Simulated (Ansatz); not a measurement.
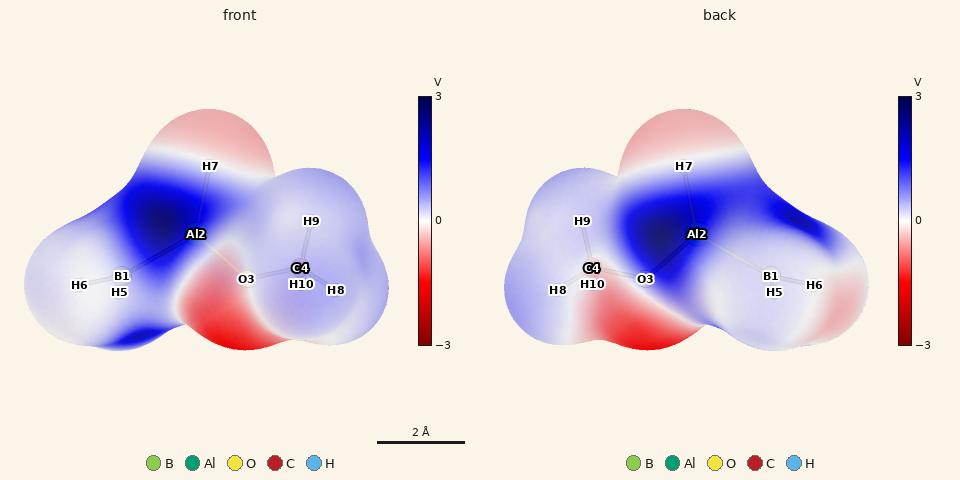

CH₆AlBO (SMILES [BH2][AlH][O]C). The electrostatic potential painted on the density surface at 0.002 e/bohr³, seen from the front and from behind; red is negative and blue positive.

All numbers below come from RKS PBE0-D4/cc-pVDZ (Ansatz 0.2.0).

Input file:

```
crystal:
  periodic: [false, false, false]
  atoms:
    - { symbol: B, position_ang: [-2.00146, 0.97378, -0.86869] }
    - { symbol: Al, position_ang: [-0.15746, 0.14438, -1.2964] }
    - { symbol: O, position_ang: [0.11766, 0.10802, -2.93219] }
    - { symbol: C, position_ang: [0.39387, 0.05749, -4.30318] }
    - { symbol: H, position_ang: [-2.12372, 2.10081, -0.55388] }
    - { symbol: H, position_ang: [-2.95279, 0.31755, -0.64425] }
    - { symbol: H, position_ang: [1.02661, -0.45508, -0.47372] }
    - { symbol: H, position_ang: [1.19763, 0.7547, -4.54988] }
    - { symbol: H, position_ang: [0.70077, -0.95132, -4.58714] }
    - { symbol: H, position_ang: [-0.49843, 0.32951, -4.87193] }
basis:
  gaussian: { orbitals: cc-pVDZ }
hamiltonian:
  xc: pbe0
  dispersion: d4
relax:
  f_tol: 0.015
  max_steps: 40
output:
  orbitals: {}
```

Command:

```sh
ansatz run input.yaml --threads 1 --pin off --max-ram 2048MiB --backend cpu --events-out ev --progress --plain --runs-dir out
```

The fields are those of the relaxed geometry.

Question: Where is the surface potential most negative and most positive?

Answer: The most negative region (about −1.5 V) lies over O3, the most positive (about +2.7 V) over Al2. O3 is the likeliest acceptor of a hydrogen bond.
